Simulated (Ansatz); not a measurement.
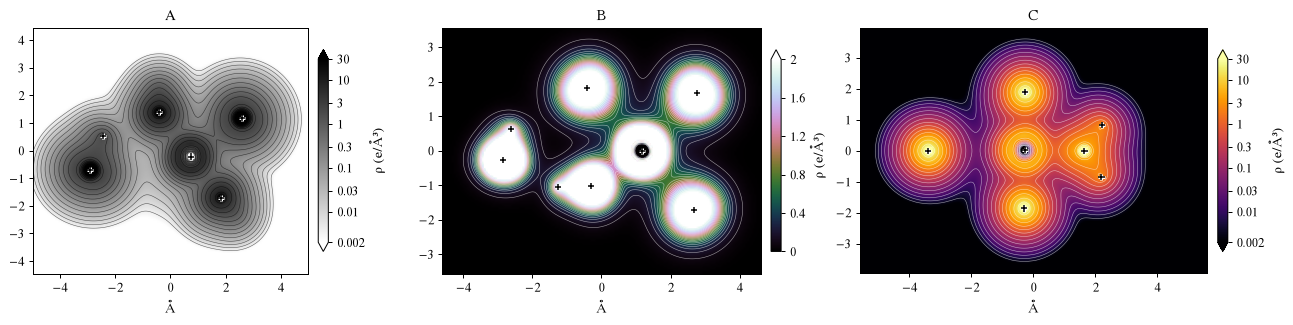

The electron density of 3 systems, each on a plane through atoms (crosses mark nuclei in the plane).

These are results of RHF/def2-SVP in Ansatz, not measurements.

System 1: Cl5HOW···HF, the plane of atoms O2, W1 and Cl6. Core potentials replace the inner electrons of W.

```yaml
atoms:
  - { symbol: W, position_ang: [-0.4610, -0.1021, -0.2397] }
  - { symbol: O, position_ang: [-0.3999, 0.3968, 1.4779] }
  - { symbol: H, position_ang: [0.1449, 0.7041, 2.2109] }
  - { symbol: Cl, position_ang: [1.9094, 0.3105, -0.1686] }
  - { symbol: Cl, position_ang: [-0.8304, 2.0808, -0.9232] }
  - { symbol: Cl, position_ang: [-2.7131, -0.4967, -0.3158] }
  - { symbol: Cl, position_ang: [-0.1037, -2.3210, 0.3209] }
  - { symbol: Cl, position_ang: [-0.0868, -0.6624, -2.4496] }
  - { symbol: F, position_ang: [1.7038, 1.1781, 2.9044] }
  - { symbol: H, position_ang: [2.2647, 1.0654, 2.1962] }
```

System 2: BrF3H2NTa···HF, the plane of atoms F4, Ta1 and N6. Core potentials replace the inner electrons of Ta; not at a stationary point (largest force 1.0 eV/Å).

```yaml
atoms:
  - { symbol: Ta, position_ang: [-0.1110, -0.7450, 0.1723] }
  - { symbol: F, position_ang: [2.6403, 0.7150, 0.3614] }
  - { symbol: F, position_ang: [-0.4488, -0.3812, 1.9836] }
  - { symbol: F, position_ang: [0.2599, -1.1314, -1.6275] }
  - { symbol: F, position_ang: [-0.2791, 1.0622, -0.2354] }
  - { symbol: N, position_ang: [-1.7981, -1.6539, 0.0258] }
  - { symbol: H, position_ang: [-2.4565, -1.7330, 0.7819] }
  - { symbol: H, position_ang: [-2.1315, -2.0740, -0.8246] }
  - { symbol: Br, position_ang: [1.8094, -2.3724, 0.9033] }
  - { symbol: H, position_ang: [3.1560, 0.0105, 0.6268] }
```

System 3: Cl3H2O2Ta···HCl, the plane of atoms Cl7, Ta1 and O8. Core potentials replace the inner electrons of Ta; not at a stationary point (largest force 1.5 eV/Å).

```xyz
10

Ta   -0.3884   -0.3077    0.2532
Cl    3.2788   -0.0484    0.4259
Cl    0.2984    0.3531    2.3929
Cl    0.5248    0.0558   -1.8492
O    -1.3960    1.2512    0.1586
H    -1.9583    1.9833    0.3543
Cl   -2.3276   -1.5871    0.2163
O     0.6383   -1.9771    0.4836
H     0.5624   -2.8323    0.8772
H     2.7259   -1.2497    0.4894
```

Which map belongs to which system?

Panel A is system 3, Cl3H2O2Ta···HCl: the plane holds Ta, Cl, O and H. O8···H10 (2.21 Å): the density falls to about 0.11 e/Å³ on the way. Panel B is system 1, Cl5HOW···HF: the plane holds W, O, H, Cl and F. F9···H3 (1.77 Å): the density falls to about 0.19 e/Å³ on the way (by its geometry a hydrogen bond between the two molecules, with no shared pair). Panel C is system 2, BrF3H2NTa···HF: the plane holds Ta, F, N and H. Ta1···F2 (3.12 Å): the density falls to about 0.04 e/Å³ on the way.
